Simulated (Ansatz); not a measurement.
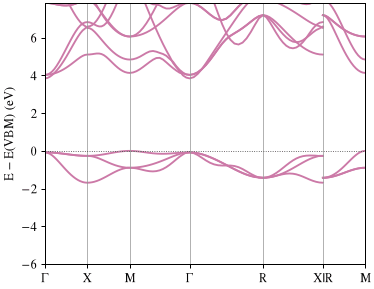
Figure. Band structure from DFT-PBEsol in the program Ansatz with PAW potentials

**Question.** Read off the gap and where the band edges lie.

**Answer.** About 3.8 eV (3.85 eV by a search for the band edges); maximum at M, minimum at Γ.

The material is CsI (CsCl type, Pm-3m).

Symmetry was held in the PBEsol relaxation. Scalar-relativistic: spin–orbit coupling is off unless named, which matters more the heavier the elements.

Potentials: the later of the program's two PAW sets.
